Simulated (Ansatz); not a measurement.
# GeP₂H (quartet): wB97M-V, B2PLYP, RPA-PBE over vertical spin and charge gaps and displaced geometries, cc-pVDZ, part 2 of 2

Ansatz 0.2.0, Gaussian basis; cc-pVDZ, all electrons in the functionals, frozen cores in the correlation of double hybrids and RPA.

**14. B2PLYP, displaced geometry v1**

in.yaml

```yaml
crystal:
  periodic: [false, false, false]
  atoms:
    - {symbol: Ge, position_ang: [-0.010162, -0.125145, 1.439336]}
    - {symbol: P, position_ang: [-0.010995, 0.535729, -0.718051]}
    - {symbol: P, position_ang: [0.036969, -0.304915, -2.625344]}
    - {symbol: H, position_ang: [-0.065808, 1.926066, -0.987996]}
basis:
  gaussian: {orbitals: cc-pVDZ}
magnetization: {spin_polarized: true, initial_magnetization: 3}
hamiltonian: {xc: {name: B2PLYP}}
correlation: {electrons: outside_noble_gas}
```

Run with:

```console
> ansatz run in.yaml --threads 1 --pin off --events-out ev --progress --plain --max-ram 2393MiB
```

Standard output, shortened:

```text
Functional definition: B2PLYP
  name "B2PLYP"
  cite "Grimme, J. Chem. Phys. 124, 034108 (2006) doi:10.1063/1.2148954"
  cite "Becke, Phys. Rev. A 38, 3098 (1988) doi:10.1103/PhysRevA.38.3098"
  cite "Lee, Yang & Parr, Phys. Rev. B 37, 785 (1988) doi:10.1103/PhysRevB.37.785"
[...]
757 factors; integrals over basis functions are off by at most 1.3e-3 eV
[...]
mean field -75087.83571729 eV, -2759.4270662473 hartree, gradient 1.3e-6 eV, S^2 3.823056; 2 other end points of the search recorded, 0 dependent functions left out
24 core orbitals not correlated: weight in the atoms' cores, before any rotation towards them, 0.999 or more for the frozen orbitals, at most 0.000 for the correlated occupied ones
reference -75087.83586195 eV, -2759.4270715636 hartree; 9, 6 occupied and 35, 38 virtual orbitals, 757 factors
second order -9.11975164 eV of doubles, -0.00000000 eV of singles
Total energy: -75090.29819490 eV, -2759.5175606303 hartree
```

Run time: 6 s. Hardware: 1 thread of Arm Neoverse V2, shared host.

From the report: ⟨S²⟩ of the determinant 3.823 (pure quartet: 3.75).

From charge 0, quartet: -0.7 kJ/mol.

**15. B2PLYP, displaced geometry v2**

in.yaml

```yaml
crystal:
  periodic: [false, false, false]
  atoms:
    - {symbol: Ge, position_ang: [0.057860, -0.114947, 1.420739]}
    - {symbol: P, position_ang: [-0.107014, 0.570443, -0.713900]}
    - {symbol: P, position_ang: [-0.030394, -0.361935, -2.586760]}
    - {symbol: H, position_ang: [0.052715, 1.876591, -0.961001]}
basis:
  gaussian: {orbitals: cc-pVDZ}
magnetization: {spin_polarized: true, initial_magnetization: 3}
hamiltonian: {xc: {name: B2PLYP}}
correlation: {electrons: outside_noble_gas}
```

Launched as before.

Standard output, shortened:

```text
Functional definition: B2PLYP
  name "B2PLYP"
  cite "Grimme, J. Chem. Phys. 124, 034108 (2006) doi:10.1063/1.2148954"
  cite "Becke, Phys. Rev. A 38, 3098 (1988) doi:10.1103/PhysRevA.38.3098"
  cite "Lee, Yang & Parr, Phys. Rev. B 37, 785 (1988) doi:10.1103/PhysRevB.37.785"
[...]
757 factors; integrals over basis functions are off by at most 9.1e-4 eV
[...]
mean field -75087.76215190 eV, -2759.4243627692 hartree, gradient 1.7e-6 eV, S^2 3.816758; 2 other end points of the search recorded, 0 dependent functions left out
24 core orbitals not correlated: weight in the atoms' cores, before any rotation towards them, 0.999 or more for the frozen orbitals, at most 0.000 for the correlated occupied ones
reference -75087.76229521 eV, -2759.4243680357 hartree; 9, 6 occupied and 35, 38 virtual orbitals, 757 factors
second order -9.05988694 eV of doubles, -0.00000000 eV of singles
Total energy: -75090.20846468 eV, -2759.5142631058 hartree
```

It took 6 s on 1 thread of Arm Neoverse V2, shared host.

From the report: ⟨S²⟩ of the determinant 3.817 (pure quartet: 3.75).

From charge 0, quartet: +8.0 kJ/mol.

**16. RPA-PBE, charge 0, quartet**

in.yaml

```yaml
crystal:
  periodic: [false, false, false]
  atoms:
    - {symbol: Ge, position_ang: [0.000000, -0.119118, 1.424328]}
    - {symbol: P, position_ang: [0.000000, 0.557898, -0.721905]}
    - {symbol: P, position_ang: [0.000000, -0.342056, -2.586585]}
    - {symbol: H, position_ang: [0.000000, 1.951740, -0.979040]}
basis:
  gaussian: {orbitals: cc-pVDZ}
magnetization: {spin_polarized: true, initial_magnetization: 3}
hamiltonian: {xc: {name: PBE}}
correlation: {method: rpa, electrons: outside_noble_gas}
```

The command is unchanged.

Standard output, shortened:

```text
Functional definition: PBE
  name "PBE"
  cite "Perdew, Burke & Ernzerhof, Phys. Rev. Lett. 77, 3865 (1996) doi:10.1103/PhysRevLett.77.3865"
  parent pbe
[...]
757 factors; integrals over basis functions are off by at most 1.3e-3 eV
[...]
mean field -75091.95856062 eV, -2759.5785779452 hartree, gradient 3.2e-6 eV, S^2 3.770800; 4 other end points of the search recorded, 0 dependent functions left out
24 core orbitals not correlated: weight in the atoms' cores, before any rotation towards them, 0.999 or more for the frozen orbitals, at most 0.000 for the correlated occupied ones
reference -75030.09763343 eV, -2757.3052308017 hartree; 9, 6 occupied and 35, 38 virtual orbitals, 757 factors
Total energy: -75043.42099391 eV, -2757.7948552684 hartree
```

Wall time 9 s (1 thread of Arm Neoverse V2, shared host).

From the report: ⟨S²⟩ of the determinant 3.771 (pure quartet: 3.75).

**17. RPA-PBE, charge 0, doublet**

Edit in.yaml of step 16 so:

```diff
@@ -9,3 +9,3 @@
   gaussian: {orbitals: cc-pVDZ}
-magnetization: {spin_polarized: true, initial_magnetization: 3}
+magnetization: {spin_polarized: true, initial_magnetization: 1}
 hamiltonian: {xc: {name: PBE}}
```

Launched as before.

Standard output, shortened:

```text
Functional definition: PBE
  name "PBE"
  cite "Perdew, Burke & Ernzerhof, Phys. Rev. Lett. 77, 3865 (1996) doi:10.1103/PhysRevLett.77.3865"
  parent pbe
[...]
757 factors; integrals over basis functions are off by at most 1.3e-3 eV
[...]
mean field -75091.88232752 eV, -2759.5757764305 hartree, gradient 2.9e-6 eV, S^2 1.575702; 13 other end points of the search recorded, 0 dependent functions left out
24 core orbitals not correlated: weight in the atoms' cores, before any rotation towards them, 0.999 or more for the frozen orbitals, at most 0.000 for the correlated occupied ones
reference -75029.49659051 eV, -2757.2831428820 hartree; 8, 7 occupied and 36, 37 virtual orbitals, 757 factors
Total energy: -75043.36097243 eV, -2757.7926495199 hartree
```

Wall time 29 s (1 thread of Arm Neoverse V2, shared host).

From the report: ⟨S²⟩ of the determinant 1.576 (pure doublet: 0.75). The determinant is far from a pure spin state, so its energy mixes those of several spin states (harmless only where they are near-degenerate, as at dissociation).

From charge 0, quartet: +5.8 kJ/mol.

**18. RPA-PBE, charge 0, sextet**

Edit in.yaml of step 17 so:

```diff
@@ -9,3 +9,3 @@
   gaussian: {orbitals: cc-pVDZ}
-magnetization: {spin_polarized: true, initial_magnetization: 1}
+magnetization: {spin_polarized: true, initial_magnetization: 5}
 hamiltonian: {xc: {name: PBE}}
```

The command is unchanged.

Standard output, shortened:

```text
Functional definition: PBE
  name "PBE"
  cite "Perdew, Burke & Ernzerhof, Phys. Rev. Lett. 77, 3865 (1996) doi:10.1103/PhysRevLett.77.3865"
  parent pbe
[...]
757 factors; integrals over basis functions are off by at most 1.3e-3 eV
[...]
mean field -75088.43908528 eV, -2759.4492396121 hartree, gradient 6.0e-6 eV, S^2 8.756969; 16 other end points of the search recorded, 0 dependent functions left out
24 core orbitals not correlated: weight in the atoms' cores, before any rotation towards them, 0.998 or more for the frozen orbitals, at most 0.001 for the correlated occupied ones
reference -75027.63379802 eV, -2757.2146865207 hartree; 10, 5 occupied and 34, 39 virtual orbitals, 757 factors
Total energy: -75040.03291546 eV, -2757.6703456818 hartree
```

Run time: 29 s. Hardware: 1 thread of Arm Neoverse V2, shared host.

From the report: ⟨S²⟩ of the determinant 8.757 (pure sextet: 8.75).

From charge 0, quartet: +326.9 kJ/mol.

**19. RPA-PBE, charge 1, triplet**

Edit in.yaml of step 18 so:

```diff
@@ -9,3 +9,4 @@
   gaussian: {orbitals: cc-pVDZ}
-magnetization: {spin_polarized: true, initial_magnetization: 5}
+total_charge: 1
+magnetization: {spin_polarized: true, initial_magnetization: 2}
 hamiltonian: {xc: {name: PBE}}
```

Same command.

Standard output, shortened:

```text
Functional definition: PBE
  name "PBE"
  cite "Perdew, Burke & Ernzerhof, Phys. Rev. Lett. 77, 3865 (1996) doi:10.1103/PhysRevLett.77.3865"
  parent pbe
[...]
757 factors; integrals over basis functions are off by at most 1.3e-3 eV
[...]
mean field -75084.64293342 eV, -2759.3097336044 hartree, gradient 9.9e-7 eV, S^2 2.026482; 9 other end points of the search recorded, 0 dependent functions left out
24 core orbitals not correlated: weight in the atoms' cores, before any rotation towards them, 0.999 or more for the frozen orbitals, at most 0.000 for the correlated occupied ones
reference -75023.17459599 eV, -2757.0508138683 hartree; 8, 6 occupied and 36, 38 virtual orbitals, 757 factors
Total energy: -75036.26548883 eV, -2757.5318953070 hartree
```

Wall time 19 s (1 thread of Arm Neoverse V2, shared host).

From the report: ⟨S²⟩ of the determinant 2.026 (pure triplet: 2.00).

From charge 0, quartet: +690.4 kJ/mol.

**20. RPA-PBE, charge 1, quintet**

Edit in.yaml of step 19 so:

```diff
@@ -10,3 +10,3 @@
 total_charge: 1
-magnetization: {spin_polarized: true, initial_magnetization: 2}
+magnetization: {spin_polarized: true, initial_magnetization: 4}
 hamiltonian: {xc: {name: PBE}}
```

The command is unchanged.

Standard output, shortened:

```text
Functional definition: PBE
  name "PBE"
  cite "Perdew, Burke & Ernzerhof, Phys. Rev. Lett. 77, 3865 (1996) doi:10.1103/PhysRevLett.77.3865"
  parent pbe
[...]
757 factors; integrals over basis functions are off by at most 1.3e-3 eV
[...]
mean field -75082.45295880 eV, -2759.2292535213 hartree, gradient 3.8e-6 eV, S^2 6.008919; 12 other end points of the search recorded, 0 dependent functions left out
24 core orbitals not correlated: weight in the atoms' cores, before any rotation towards them, 0.999 or more for the frozen orbitals, at most 0.001 for the correlated occupied ones
reference -75022.04656861 eV, -2757.0093596268 hartree; 9, 5 occupied and 35, 39 virtual orbitals, 757 factors
Total energy: -75034.09102648 eV, -2757.4519852897 hartree
```

It took 28 s on 1 thread of Arm Neoverse V2, shared host.

From the report: ⟨S²⟩ of the determinant 6.009 (pure quintet: 6.00).

From charge 0, quartet: +900.2 kJ/mol.

**21. RPA-PBE, displaced geometry v1**

in.yaml

```yaml
crystal:
  periodic: [false, false, false]
  atoms:
    - {symbol: Ge, position_ang: [-0.010162, -0.125145, 1.439336]}
    - {symbol: P, position_ang: [-0.010995, 0.535729, -0.718051]}
    - {symbol: P, position_ang: [0.036969, -0.304915, -2.625344]}
    - {symbol: H, position_ang: [-0.065808, 1.926066, -0.987996]}
basis:
  gaussian: {orbitals: cc-pVDZ}
magnetization: {spin_polarized: true, initial_magnetization: 3}
hamiltonian: {xc: {name: PBE}}
correlation: {method: rpa, electrons: outside_noble_gas}
```

Launched as before.

Standard output, shortened:

```text
Functional definition: PBE
  name "PBE"
  cite "Perdew, Burke & Ernzerhof, Phys. Rev. Lett. 77, 3865 (1996) doi:10.1103/PhysRevLett.77.3865"
  parent pbe
[...]
757 factors; integrals over basis functions are off by at most 1.3e-3 eV
[...]
mean field -75091.96717862 eV, -2759.5788946509 hartree, gradient 5.1e-6 eV, S^2 3.771552; 2 other end points of the search recorded, 0 dependent functions left out
24 core orbitals not correlated: weight in the atoms' cores, before any rotation towards them, 0.999 or more for the frozen orbitals, at most 0.000 for the correlated occupied ones
reference -75030.09728471 eV, -2757.3052179864 hartree; 9, 6 occupied and 35, 38 virtual orbitals, 757 factors
Total energy: -75043.43549588 eV, -2757.7953882060 hartree
```

It took 5.5 s on 1 thread of Arm Neoverse V2, shared host.

From the report: ⟨S²⟩ of the determinant 3.772 (pure quartet: 3.75).

From charge 0, quartet: -1.4 kJ/mol.

**22. RPA-PBE, displaced geometry v2**

in.yaml

```yaml
crystal:
  periodic: [false, false, false]
  atoms:
    - {symbol: Ge, position_ang: [0.057860, -0.114947, 1.420739]}
    - {symbol: P, position_ang: [-0.107014, 0.570443, -0.713900]}
    - {symbol: P, position_ang: [-0.030394, -0.361935, -2.586760]}
    - {symbol: H, position_ang: [0.052715, 1.876591, -0.961001]}
basis:
  gaussian: {orbitals: cc-pVDZ}
magnetization: {spin_polarized: true, initial_magnetization: 3}
hamiltonian: {xc: {name: PBE}}
correlation: {method: rpa, electrons: outside_noble_gas}
```

The command is unchanged.

Standard output, shortened:

```text
Functional definition: PBE
  name "PBE"
  cite "Perdew, Burke & Ernzerhof, Phys. Rev. Lett. 77, 3865 (1996) doi:10.1103/PhysRevLett.77.3865"
  parent pbe
[...]
757 factors; integrals over basis functions are off by at most 9.1e-4 eV
[...]
mean field -75091.84045983 eV, -2759.5742378212 hartree, gradient 3.8e-6 eV, S^2 3.771120; 2 other end points of the search recorded, 0 dependent functions left out
24 core orbitals not correlated: weight in the atoms' cores, before any rotation towards them, 0.999 or more for the frozen orbitals, at most 0.001 for the correlated occupied ones
reference -75030.05790977 eV, -2757.3037709843 hartree; 9, 6 occupied and 35, 38 virtual orbitals, 757 factors
Total energy: -75043.33220591 eV, -2757.7915923698 hartree
```

Run time: 6 s. Hardware: 1 thread of Arm Neoverse V2, shared host.

From the report: ⟨S²⟩ of the determinant 3.771 (pure quartet: 3.75).

From charge 0, quartet: +8.6 kJ/mol.

**23. The comparison**

The yardstick is UCCSDT(Q), where the cluster series has nearly closed. It comes from earlier runs at the same points. Energies in kJ/mol, counted from charge 0, quartet; blanks weren't run or aren't comparable.

```
    level  quartet to doublet  quartet to sextet  ionisation to the triplet cation  ionisation to the quintet cation  displacement v1  displacement v2
UCCSDT(Q)                                  321.5                             680.0                             884.4             -1.3              7.6
  wB97M-V                11.0              332.6                             701.6                             903.6              0.2              8.3
   B2PLYP                10.1              333.2                             695.3                             899.0             -0.7              8.0
  RPA-PBE                 5.8              326.9                             690.4                             900.2             -1.4              8.6
```

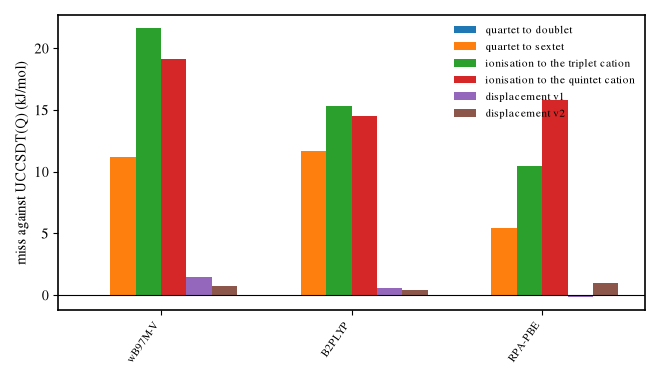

Misses of the gaps against UCCSDT(Q).

Largest miss and mean time a point (UCCSDT(Q) took 2.8 min a point; shared hosts):

```
  level  largest miss (kJ/mol)                             where  time a point
wB97M-V                  +21.6  ionisation to the triplet cation          53 s
 B2PLYP                  +15.3  ionisation to the triplet cation          12 s
RPA-PBE                  +15.8  ionisation to the quintet cation          18 s
```

**24. Results**

The summary covers parts 1 to 2.

| quantity | value |
| --- | --- |
| quartet to sextet, UCCSDT(Q) | 321.5 kJ/mol |
| ionisation to the triplet cation, UCCSDT(Q) | 680.0 kJ/mol |
| ionisation to the quintet cation, UCCSDT(Q) | 884.4 kJ/mol |
| displacement v1, UCCSDT(Q) | -1.3 kJ/mol |
| displacement v2, UCCSDT(Q) | 7.6 kJ/mol |
| largest miss, wB97M-V | +21.6 kJ/mol (ionisation to the triplet cation) |
| largest miss, B2PLYP | +15.3 kJ/mol (ionisation to the triplet cation) |
| largest miss, RPA-PBE | +15.8 kJ/mol (ionisation to the quintet cation) |

In words: Misses are known at 5 of 6 points at best, and only functionals with that many are ranked. Of the functionals, B2PLYP keep the smallest largest miss at the points compared (at most 15.3 kJ/mol) and wB97M-V strays most (21.6 kJ/mol, at ionisation to the triplet cation). wB97M-V, B2PLYP, RPA-PBE clearly break the spin symmetry at some points (⟨S²⟩ up to 1.03 above the pure value), so energy there is bought with a mixed spin. Functionals and the yardstick converge differently with the basis, so part of each miss in cc-pVDZ is the basis.
